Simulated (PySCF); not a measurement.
## Electronic structure of RbO (doublet) in real space

```xyz
2

Rb    0.0000    0.0000   -0.3920
O     0.0000    0.0000    2.0810
```

Core potentials replace the inner electrons of Rb.

All numbers below come from PBE0/def2-SVP, non-relativistic Hamiltonian with scalar-relativistic core potentials where named, at a bond length of 2.473 Å in PySCF.

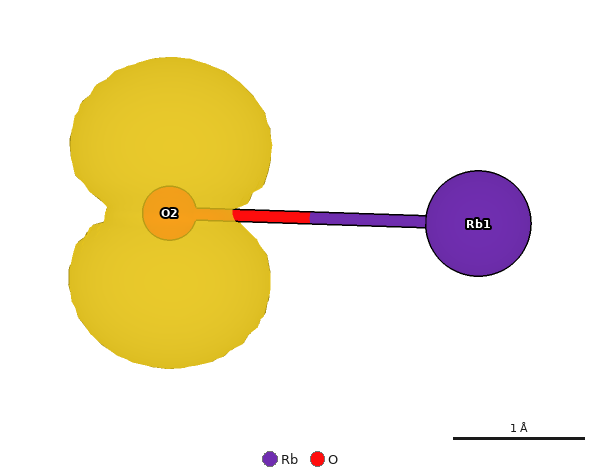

Figure 1. Isosurface of the spin density at +0.05 e/Å³ (yellow), seen from one side.

**Which atoms carry the spin?**

The unpaired spin (1 electron) lies mostly on O2 (about 1.0), in electrons by Hirshfeld's partition.

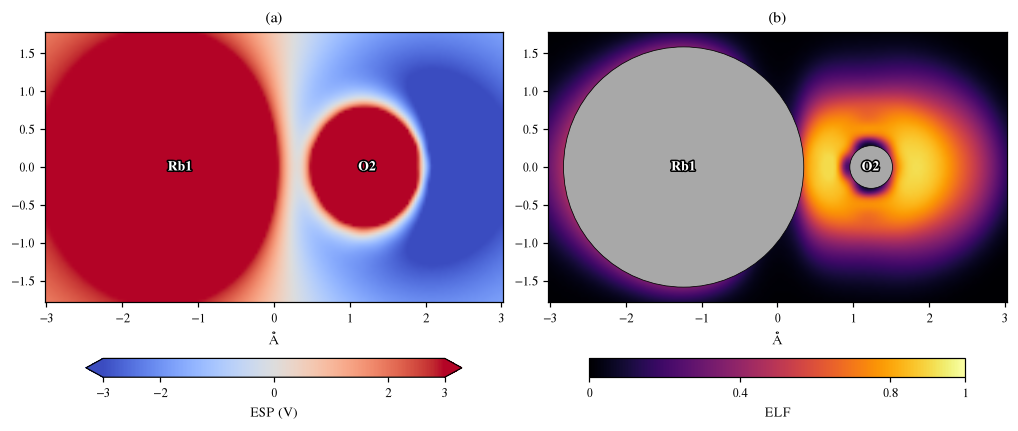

Figure 2. (a) electrostatic potential; (b) electron localisation function on a plane that holds the molecular axis. Grey discs cover the atomic cores in the ELF map.

**What does the map show?**

Atoms in the plane: Rb and O. Rb–O (2.47 Å): the ELF is about 0.10 at the midpoint; a largely ionic contact. Outside the dense part of the molecule the potential is most negative (−5.1 V) near O2.

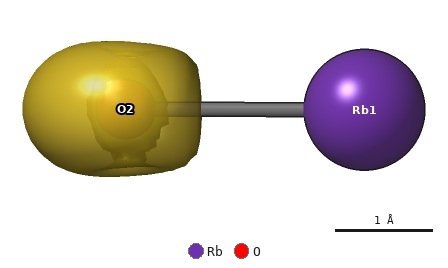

Figure 3. Isosurface of the electron localisation function at 0.75 (yellow), seen from one side. Only the valence region is drawn (cores and ρ < 0.01 e/Å³ removed).

**Identify the bonds, lone pairs and shells in this picture.**

At this value the surface marks out one region wrapped around O (its valence shell).
